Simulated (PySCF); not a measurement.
**C2H6BClO (SMILES COB(C)Cl) at 6 levels**

Aim: a comparison of 6 runs (BHLYP/def2-SVP, M06-2X/def2-SVP, PBE/def2-SVP, TPSS/def2-SVP, r2SCAN/def2-SVP, wB97X/def2-SVP) of C2H6BClO. The job is set up through a Python script.

The results are computed with PySCF 2.14.0.

2 further runs of the same task are left out: 2 set aside as unsound or not needed.

## (1) Starting point

C2H6BClO has 11 atoms, charge 0, and is taken as a singlet. SMILES: `COB(C)Cl`. The C1–H6 distance was set to 1.637 Å, away from the relaxed value. At this shape a bond of the SMILES string is far longer than usual.

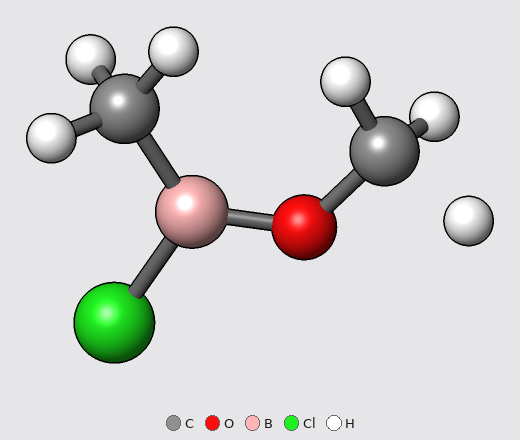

Viewed from a chosen angle; carbon grey, oxygen red, boron pink, chlorine green, hydrogen white.

## (2) A single-point energy at BHLYP/def2-SVP (run 1)

The input, run.py:

```python
from pyscf import gto, dft

mol = gto.Mole()
mol.atom = '''
C   -1.318098   0.225782   0.416381
O   -0.455398   0.728782  -0.579919
B    0.597802   0.079382  -1.097319
C    1.116402  -1.349618  -0.729419
Cl   1.459302   0.980482  -2.366019
H   -1.441700   1.345400   1.603800
H   -2.306298   0.065782  -0.019419
H   -0.959798  -0.712418   0.843881
H    0.685402  -1.778518   0.176181
H    2.203802  -1.343118  -0.627619
H    0.895702  -2.031218  -1.558019
'''
mol.basis = 'def2-svp'
mol.charge = 0
mol.max_memory = 1860
mol.spin = 0
mol.verbose = 3
mol.build()

calc0 = dft.RKS(mol)
calc0.xc = 'bhandhlyp'
calc0.conv_tol = 1e-10
calc0.grids.level = 5
calc0.kernel()
if not calc0.converged:
    calc0 = calc0.newton().run(calc0.mo_coeff, calc0.mo_occ)

etot = calc0.e_tot
print('E(%s) = %.9f' % ('BHLYP', etot))
```

The run is started by

```
OMP_NUM_THREADS=1 python run.py
```

Standard output:

```text
converged SCF energy = -639.735880799078
E(BHLYP) = -639.735880799
```

Run time: 26 s. Hardware: 1 thread of Arm Neoverse V2, shared host; peak memory 0.55 GiB.

## (3) A single-point energy at M06-2X/def2-SVP (run 2)

The input, calc.py:

```python
from pyscf import gto, dft

mol = gto.M(
    atom='''
C     -2.490844     0.426666     0.786846
O     -0.860577     1.377198    -1.095888
B      1.129682     0.150010    -2.073632
C      2.109694    -2.550408    -1.378402
Cl     2.757681     1.852842    -4.471128
H     -2.724418     2.542438     3.030743
H     -4.358272     0.124310    -0.036697
H     -1.813755    -1.346275     1.594704
H      1.295222    -3.360912     0.332934
H      4.164582    -2.538125    -1.186028
H      1.692631    -3.838446    -2.944229
''',
    basis='def2-svp',
    unit='bohr',
    max_memory=1860,
    verbose=3,
)

mf = dft.RKS(mol)
mf.xc = 'm06-2x'
mf.conv_tol = 1e-10
mf.grids.level = 5
mf.kernel()
if not mf.converged:
    mf = mf.newton().run(mf.mo_coeff, mf.mo_occ)

energy = mf.e_tot
print('E(%s) = %.9f' % ('M06-2X', energy))
```

The run is started by

```
OMP_NUM_THREADS=1 python calc.py
```

Standard output:

```text
converged SCF energy = -639.742823896337
E(M06-2X) = -639.742823896
```

Wall time 60 s (1 thread of Arm Neoverse V2, shared host); peak memory 0.57 GiB.

Runs 3 to 5 aren't shown in full; the table further down has their settings and results.

## (4) The energy at wB97X/def2-SVP (run 6)

The input, input.py:

```python
from pyscf import gto, dft

mol = gto.M(
    atom='''
C       -1.318098       0.225782       0.416381
O       -0.455398       0.728782      -0.579919
B        0.597802       0.079382      -1.097319
C        1.116402      -1.349618      -0.729419
Cl       1.459302       0.980482      -2.366019
H       -1.441700       1.345400       1.603800
H       -2.306298       0.065782      -0.019419
H       -0.959798      -0.712418       0.843881
H        0.685402      -1.778518       0.176181
H        2.203802      -1.343118      -0.627619
H        0.895702      -2.031218      -1.558019
''',
    basis='def2-svp',
    verbose=3,
    max_memory=1860,
)

mf = dft.RKS(mol, xc='wb97x')
mf.conv_tol = 1e-10
mf.grids.level = 5
mf.kernel()
if not mf.converged:
    mf = mf.newton().run(mf.mo_coeff, mf.mo_occ)

etot = mf.e_tot
print(f'total energy: {etot:.8f} hartree')
```

The run is started by

```
OMP_NUM_THREADS=1 python input.py
```

Standard output:

```text
converged SCF energy = -639.795014926627
total energy: -639.79501493 hartree
```

It took 38 s on 1 thread of Arm Neoverse V2, shared host; peak memory 0.55 GiB.

## (5) All runs side by side

| run | level | energy (Eh) | dipole moment (D) | HOMO energy (eV) | LUMO energy (eV) | wall time |
| --- | --- | --- | --- | --- | --- | --- |
| 1 | BHLYP/def2-SVP | -639.735881 | 2.97 | -9.53 | 0.64 | 26 s |
| 2 | M06-2X/def2-SVP | -639.742824 | 2.99 | -9.56 | 0.57 | 60 s |
| 3 | PBE/def2-SVP | -639.421025 | 2.64 | -6.93 | -1.42 | 29 s |
| 4 | TPSS/def2-SVP | -639.899563 | 2.76 | -7.10 | -1.26 | 64 s |
| 5 | r2SCAN/def2-SVP | -639.707609 | 2.85 | -7.30 | -1.19 | 59 s |
| 6 | wB97X/def2-SVP | -639.795015 | 2.96 | -10.70 | 1.83 | 38 s |

## (6) Summary of results

```
            quantity          value
 run 6: total energy  -639.79501 Eh
run 6: dipole moment         2.96 D
  run 6: HOMO energy      -10.70 eV
  run 6: LUMO energy        1.83 eV
run 6: HOMO–LUMO gap       12.53 eV
```

What this shows: The dipole moment (its size) runs from 2.64 D (PBE/def2-SVP) to 2.99 D (M06-2X/def2-SVP). The HOMO–LUMO gap runs from 5.52 eV (PBE/def2-SVP) to 12.53 eV (wB97X/def2-SVP). Totals of different functionals can't be ranked against each other. All runs together took 4.6 min, the longest 64 s.
